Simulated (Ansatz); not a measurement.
Run report: WH6BrClO, geometry relaxation (part 2 of 2)

WH6BrClO; RKS PBE0-D4/def2-SVP (Ansatz 0.2.0). The run did not end well. The input holds or restrains some coordinates. It belongs to a series of runs on one base structure; here: pulled along the bonds that form and break, towards end A.

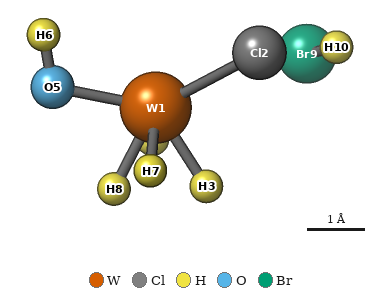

The geometry at step 13 of the log (ball-and-stick view, seen at a tilt; atoms are numbered from 1 in the order of the input).

**Output, continued**
```
Unfinished report: {"positions_ang":[[0.011826721063662036,-0.05475541448713504,0.22881587333144363],[1.484364073689538,-0.6093577481013241,2.003909782895042],[0.9989130415603557,-1.130900030272456,-0.5775171819592662],[0.720459455931074,0.6424632830328869,-1.1147501937749715],[-1.7982806187134301,0.47062134827167584,-0.019995844398812343],[-2.0318547177198525,1.0178890621928522,0.7512855120575961],[-0.4817685429482488,-1.6244786876914672,0.08949407638701881],[-0.3983387421572125,-0.6661856216180587,-1.2471934817294992],[0.6012736441225252,3.05480957254975,2.261570940401082],[1.3426056851715895,1.842794236123277,2.744280516790369]],"unchecked":["starts","cluster_reference","orbital_swaps","neighbouring_geometries","increment"],"mean_field":{"relativity":"none","state":{"energy":{"ev":-86510.64590525755,"hartree":-3179.207597996318},"converged":true,"gradient_ev":0.00007577544480615005,"stability":{"kind":"minimum","curvature_ev":16.544719444134905},"curvature_floor_ev":0.00030000000000000003,"spin_squared":2.842170943040401e-14},"others":[],"fillings":{"estimated":0,"unestimated":0,"tried":0,"untried":0,"excluded_magnetic_sites":0},"n_dropped_functions":0,"n_trapped_functions":0,"passes":{"evaluations":4,"products":31},"factors":{"origin":"Cholesky decomposition","count":1322,"bound_ev":0.0007553406172699661},"gradient_stop_ev":0.00009,"reference_kind":"stationary","functional":{"name":"PBE0","citations":["Adamo & Barone, J. Chem. Phys. 110, 6158 (1999) doi:10.1063/1.478522","Perdew, Burke & Ernzerhof, Phys. Rev. Lett. 77, 3865 (1996) doi:10.1103/PhysRevLett.77.3865"],"text":"name \"PBE0\"\ncite \"Adamo & Barone, J. Chem. Phys. 110, 6158 (1999) doi:10.1063/1.478522\"\ncite \"Perdew, Burke & Ernzerhof, Phys. Rev. Lett. 77, 3865 (1996) doi:10.1103/PhysRevLett.77.3865\"\nparent pbe\nparameter a = 0.25\nparameter kappa = 0.804\nparameter beta = 0.06672455060314922\nexchange = (1 - a)*pbe_x(kappa = kappa, mu = beta*pi^2/3) + a*exact_x\ncorrelation = pbe_c(beta = beta)\n","parameters":{"a":{"value":0.25,"default":0.25},"beta":{"value":0.06672455060314922,"default":0.06672455060314922},"kappa":{"value":0.804,"default":0.804}},"final_grid":{"core_spheres":13.0,"valence_spheres":11.0,"degree":36.0},"final_grid_parameter_source":"default","radial_points_factor":1.0,"radial_grid_error_ev":3.235511906987185e-7,"grid_sensitivity":"normal","grid_sensitivity_ratio":0.001870803151768979},"unsmoothed_excess_ev":-0.0000462455607629146,"symmetry":{"irreps":["A"],"axes":[[0.9922522518074227,-0.12068134990151975,-0.029520849734484593],[0.11707872075239985,0.9877848365399463,-0.10282844863525588],[0.041569723719079944,0.09857549638575926,0.9942609464231312]],"occupied":[{"A":40},{"A":40}]},"held":{"pivots":1321,"left_out":6,"joined":1},"density_repulsion":{"missed_ev":0.000015397355561297173,"excess_ev":8.333151218901144e-8,"most_excess_ev":0.000216,"are_drawn_again":false,"n_first_factors":1322,"energy_change_ev":0.0,"n_dropped_ends":0}},"factors":{"origin":"Cholesky decomposition","count":1322,"bound_ev":0.0007553406172699661},"n_frozen":0,"n_occupied":[40,40],"n_virtual":[86,86],"reference":{"ev":-86510.64590525755,"hartree":-3179.207597996318},"dispersion":{"energy":{"ev":-0.21951115261686202,"hartree":-0.008066886068666434},"switches_in_reach":[]},"total":{"ev":-86510.86541641018,"hartree":-3179.215664882387},"forces_ev_per_angstrom":[[0.6035878683554611,-0.30840394034752155,0.15697934176311507],[-0.3238091930560092,0.20883730388826138,-0.29127872469378707],[0.030998262326216233,0.1253417968418935,0.12520963935404503],[0.05550286196882256,0.034622252862050035,-0.05514890468215224],[0.05992213595387244,0.10963967434933924,0.2590137893332146],[-0.23422120419019654,0.10950714691002968,-0.043351156410900885],[-0.026058170258856296,-0.01944755142608355,-0.0235486730802673],[-0.08534439157162281,0.023502842766321117,0.0382309461576106],[0.6175288374770116,-1.3458667759480778,0.31437716078028277],[-0.698107007036232,1.0622672501021493,-0.4804834185335704]],"charge_distribution":{"dipole_moment_e_ang":[-0.16217174340016485,0.41132949586758777,0.39808926507084313],"mulliken_charges_e":[0.6136670181443762,-0.303352828714484,-0.05064261349181387,-0.09553445194892007,-0.3692821993210984,0.2086180945156053,-0.03021514553583371,-0.01741935249962423,-0.13196503733610854,0.1761265161878991],"lowdin_charges_e":[-0.6244979473801724,0.24178643381499043,-0.003356346132927568,-0.004757156112246141,0.18803885601685888,0.007058552820591757,0.025080685485330156,0.01313387467699445,0.1132693821078874,0.04424366470262853]},"n_threads":4,"memory_gib":4.261363637633622,"seconds":{"hamiltonian":3.134552051,"orbitals":0.0,"second_order":0.0,"solver_start":0.0,"cycles":0.0,"cycle":0.0,"perturbative":0.0,"full_ci_increment":0.0,"forces":0.0}}
this run last wrote the structure of step 25 to [file]
Error: geometry relaxation did not converge after 25 steps: max|allowed force component| = 1.35e0 eV/Å without the restraints, 3.94e-1 eV/Å with the forces of `relax.restrain` added, the figure compared with `relax.f_tol` (threshold 1.5e-1). Raise `relax.max_steps` over both its present limit and 25, loosen `relax.f_tol`, or start from a geometry closer to equilibrium; or lower a very stiff `relax.restrain[].k`, which can take fewer steps but ends farther from `at`. Where this run's directory can be resumed (`checkpoint.write`), a resume goes on for up to `relax.max_steps` more
```

**Trajectory as extended XYZ (Å, eV, eV/Å), 11 of the 25 frames kept, from step=1 to step=25**
```
10
Properties=species:S:1:pos:R:3:forces:R:3 step=1 energy=-86505.68312
W     0.0000    0.0000    0.0000   -2.3429   1.6792   4.0137
Cl    0.0000    0.0000    2.7400    0.8051   0.6810  -0.6017
H     1.7200    0.0000    0.0000    0.8444  -1.7719  -0.5460
H     0.0000    1.7200    0.0000    0.2616   1.4160  -3.2408
O    -1.9400    0.0000    0.0000    0.8497  -0.6664   2.7354
H    -2.2771   -0.1263    0.9437    0.0129   0.3391  -1.6750
H     0.0000   -1.7200    0.0000    0.6988  -1.0298  -2.3371
H     0.0000    0.0000   -1.7200    0.3390  -0.0151   0.5417
Br    1.8861    1.9648    0.9050   -0.9268   0.0297   1.0069
H     1.0602    1.1044    2.2512   -0.5418  -0.6619   0.1028
10
Properties=species:S:1:pos:R:3:forces:R:3 step=3 energy=-86506.70180
W    -0.2013   -0.1596    0.1341    3.0114   3.0089   4.4705
Cl   -0.2090   -0.2230    2.6527    0.2823  -0.0905  -1.3610
H     1.7009   -0.0273   -0.0127   -1.4079  -0.5894  -0.6864
H     0.0114    1.7058   -0.0638    0.2357  -1.4958  -1.6651
O    -1.9832   -0.0072    0.0182   -2.9136   0.3565  -0.9597
H    -2.2942   -0.1220    0.9358   -0.4669   0.0695   0.0225
H     0.0255   -1.7646   -0.0609    1.0353  -1.4726  -2.1287
H     0.0020   -0.0099   -1.6844   -0.1205  -0.4293   1.6224
Br    2.0869    2.1874    1.0750   -0.7672  -0.4431   1.8623
H     1.3102    1.3633    2.1259    1.1114   1.0858  -1.1768
10
Properties=species:S:1:pos:R:3:forces:R:3 step=6 energy=-86510.16851
W    -0.2588   -0.1797    0.4309    0.4499  -0.1968  -0.0164
Cl   -0.1457   -0.3300    2.7969    0.2676   0.0671  -0.2501
H     1.3391   -0.0525   -0.1787   -0.5669  -0.0974  -0.0508
H     0.0862    1.2956   -0.2956   -0.0002  -0.4673  -0.1174
O    -2.0446    0.0147   -0.1412    0.1477  -0.1850   0.6582
H    -2.4587   -0.0985    0.7579   -0.2133   0.1115  -0.9033
H     0.1511   -1.6384   -0.3694   -0.1311   0.6769   0.0405
H    -0.0414   -0.0637   -1.2653   -0.0928  -0.0522   0.4010
Br    2.3235    2.4559    1.2625   -0.8100  -0.8694   1.0108
H     1.4985    1.5395    2.1218    0.9491   1.0125  -0.7725
10
Properties=species:S:1:pos:R:3:forces:R:3 step=8 energy=-86510.44285
W    -0.2883   -0.1587    0.4704   -0.0558   0.1683   0.2272
Cl    0.1061   -0.3091    2.8217    0.1225   0.0251  -0.3866
H     1.2352   -0.1176   -0.2104    0.0410  -0.0982   0.0579
H     0.0650    1.2209   -0.3812   -0.0201   0.0142  -0.0070
O    -2.0327   -0.0829   -0.2390   -0.6078  -0.0705   0.8201
H    -2.6454   -0.0945    0.5465    0.4288  -0.0050  -0.8322
H     0.0900   -1.5325   -0.3900   -0.0302  -0.0255   0.0224
H    -0.0966   -0.1067   -1.1921    0.0546  -0.0653  -0.0183
Br    2.3023    2.4652    1.2763   -0.6570  -0.8804   1.4509
H     1.7136    1.6589    2.4177    0.7240   0.9373  -1.3344
10
Properties=species:S:1:pos:R:3:forces:R:3 step=11 energy=-86510.67473
W    -0.3641    0.0348    0.4207   -0.1930  -0.0933   0.1294
Cl    0.4459   -0.4345    2.5964   -0.1433   0.0668  -0.3841
H     1.1920   -0.2486   -0.1190   -0.0383  -0.0225  -0.0625
H     0.1200    1.3036   -0.5621    0.0180  -0.0312  -0.0060
O    -2.1251   -0.1996   -0.2949    0.2515   0.0814   0.3774
H    -2.7980   -0.0588    0.4001    0.1097  -0.0384  -0.1892
H    -0.0180   -1.4815   -0.1403   -0.0270   0.0514   0.0580
H    -0.1112   -0.2450   -1.1948    0.0522  -0.0025   0.0720
Br    2.2104    2.5974    1.4389   -0.3671  -0.8753   1.1441
H     1.8973    1.6752    2.5750    0.3373   0.8635  -1.1390
10
Properties=species:S:1:pos:R:3:forces:R:3 step=13 energy=-86510.62756 accepted=F
W    -0.3231    0.0575    0.3767    0.4079   0.0344   0.5813
Cl    0.4761   -0.4717    2.5499   -0.0816   0.1039  -0.4248
H     1.1768   -0.3625   -0.2267    0.0240   0.0257   0.0460
H     0.2426    1.2401   -0.6741    0.0048  -0.0279  -0.0057
O    -2.0976   -0.1309   -0.2496   -0.2058   0.0000  -0.0935
H    -2.7584    0.0475    0.4419    0.0123   0.0169  -0.0056
H    -0.0770   -1.5149   -0.0499   -0.0110  -0.0043  -0.0356
H    -0.1373   -0.3305   -1.2177   -0.0382  -0.0607  -0.0302
Br    1.9325    2.8184    1.6216    0.0452  -1.7783   1.2701
H     2.0146    1.5898    2.5478   -0.1577   1.6904  -1.3020
10
Properties=species:S:1:pos:R:3:forces:R:3 step=15 energy=-86510.70230
W    -0.3108    0.0422    0.3839    0.2268  -0.0192   0.4204
Cl    0.5361   -0.5130    2.5332   -0.1215   0.1347  -0.4323
H     1.1895   -0.3675   -0.2288   -0.0279  -0.0125   0.0012
H     0.2635    1.2142   -0.6714    0.0029  -0.0198   0.0149
O    -2.0981   -0.0871   -0.2472    0.0120   0.0010  -0.0028
H    -2.7569    0.0780    0.4487    0.0028   0.0174   0.0101
H    -0.0851   -1.5300   -0.0600   -0.0178   0.0019  -0.0031
H    -0.1576   -0.3444   -1.2157    0.0227  -0.0161   0.0127
Br    1.9278    2.8125    1.6181   -0.0704  -1.3032   0.9842
H     1.9408    1.6381    2.5592   -0.0298   1.2158  -1.0053
10
Properties=species:S:1:pos:R:3:forces:R:3 step=18 energy=-86510.75568
W    -0.2071   -0.0055    0.3563    0.6868  -0.3983  -0.1855
Cl    0.8265   -0.6260    2.4049   -0.2035   0.1645  -0.4719
H     1.1631   -0.6538   -0.3681   -0.1369   0.0601   0.2200
H     0.5116    1.0238   -0.7669   -0.1161   0.0039   0.1449
O    -2.0338    0.1037   -0.1590   -0.2223   0.1610   0.2855
H    -2.6217    0.3652    0.5785    0.1863  -0.0503  -0.2329
H    -0.2729   -1.5949   -0.1083   -0.0108   0.0828   0.1793
H    -0.2109   -0.4522   -1.2396   -0.0648   0.0975   0.0990
Br    1.4884    3.0183    1.8370    0.2032  -1.2561   0.6566
H     1.8060    1.7645    2.5851   -0.3219   1.1348  -0.6950
10
Properties=species:S:1:pos:R:3:forces:R:3 step=20 energy=-86510.78146
W    -0.1154   -0.0407    0.2956    0.1010  -0.1867   0.4695
Cl    1.0602   -0.6819    2.2593   -0.2545   0.2286  -0.4825
H     1.1441   -0.8378   -0.4769   -0.1509   0.0908   0.0894
H     0.5959    0.9125   -0.8850    0.0541  -0.0476  -0.0343
O    -1.9665    0.2661   -0.0964    0.2194   0.0193   0.3271
H    -2.4729    0.6029    0.6698    0.1822  -0.0642  -0.2372
H    -0.3384   -1.6520   -0.0314    0.0072   0.1353  -0.0188
H    -0.2842   -0.5462   -1.2642   -0.0314   0.0279  -0.0257
Br    1.2151    3.0936    1.9666    0.3083  -1.5106   0.6935
H     1.6112    1.8264    2.6826   -0.4355   1.3072  -0.7810
10
Properties=species:S:1:pos:R:3:forces:R:3 step=23 energy=-86510.84267
W    -0.0245   -0.0745    0.2682    0.3413   0.0235   0.4223
Cl    1.3259   -0.6808    2.1256   -0.3098   0.2241  -0.4524
H     1.0732   -1.0317   -0.5491   -0.0583   0.0225   0.0452
H     0.7227    0.7377   -0.9963   -0.0237  -0.0088   0.0411
O    -1.8499    0.4094   -0.0071    0.0383   0.0767   0.1465
H    -2.2468    0.8895    0.7443    0.1229  -0.0894  -0.1351
H    -0.4357   -1.6533   -0.0038   -0.0130   0.0225   0.0131
H    -0.3583   -0.6002   -1.2622   -0.0074   0.0001   0.0343
Br    0.7919    3.1017    2.1417    0.6132  -1.5378   0.4299
H     1.4506    1.8452    2.6585   -0.7034   1.2666  -0.5450
10
Properties=species:S:1:pos:R:3:forces:R:3 step=25 energy=-86510.86537
W     0.0118   -0.0548    0.2288    0.6036  -0.3084   0.1570
Cl    1.4844   -0.6094    2.0039   -0.3238   0.2088  -0.2913
H     0.9989   -1.1309   -0.5775    0.0310   0.1253   0.1252
H     0.7205    0.6425   -1.1147    0.0555   0.0346  -0.0551
O    -1.7983    0.4706   -0.0200    0.0599   0.1096   0.2590
H    -2.0319    1.0179    0.7513   -0.2342   0.1095  -0.0434
H    -0.4818   -1.6245    0.0895   -0.0261  -0.0194  -0.0235
H    -0.3983   -0.6662   -1.2472   -0.0853   0.0235   0.0382
Br    0.6013    3.0548    2.2616    0.6175  -1.3459   0.3144
H     1.3426    1.8428    2.7443   -0.6981   1.0623  -0.4805
```

The run was set up as follows.

**Input file**
```yaml
crystal:
  periodic: [false, false, false]
  atoms:
    - { symbol: W, position_ang: [0.0, 0.0, 0.0] }
    - { symbol: Cl, position_ang: [0.0, 0.0, 2.74] }
    - { symbol: H, position_ang: [1.72, 0.0, 0.0] }
    - { symbol: H, position_ang: [0.0, 1.72, 0.0] }
    - { symbol: O, position_ang: [-1.94, 0.0, 0.0] }
    - { symbol: H, position_ang: [-2.2771, -0.1263, 0.9437] }
    - { symbol: H, position_ang: [0.0, -1.72, 0.0] }
    - { symbol: H, position_ang: [0.0, 0.0, -1.72] }
    - { symbol: Br, position_ang: [1.8861, 1.9648, 0.905] }
    - { symbol: H, position_ang: [1.0602, 1.1044, 2.2512] }
basis:
  gaussian: { orbitals: def2-SVP }
hamiltonian:
  xc: pbe0
  dispersion: d4
relax:
  f_tol: 0.15
  max_steps: 25
  restrain:
    - { distance: [0, 8], at: 3.77, k: 30.0 }
    - { distance: [9, 1], at: 2.57, k: 30.0 }
    - { distance: [0, 1], at: 2.39, k: 30.0 }
    - { distance: [9, 8], at: 1.55, k: 30.0 }
```

Command:
```bash
ansatz run input.yaml --threads 4 --pin off --max-ram 5120MiB --backend cpu --events-out ev --progress --plain --runs-dir out
```

**What the run reported**

| quantity | value |
| --- | --- |
| outcome | not converged |
| hardware | 4 threads of Arm Neoverse V1, 24 GiB of memory available, shared host |
| wall time | 83 s (CPU time 5.2 min) |
| peak memory | 0.35 GiB |

The run did not converge: “geometry relaxation did not converge after 25 steps: max|allowed force component| = 1.35e0 eV/Å without the restraints, 3.94e-1 eV/Å with the forces of `relax.restrain` added, the figure compared with `relax.f_tol` (threshold 1.5e-1). Raise `relax.max_steps` over both its present limit and 25, loosen `relax.f_tol`, or start from a geometry closer to equilibrium …” Its last values are not results.
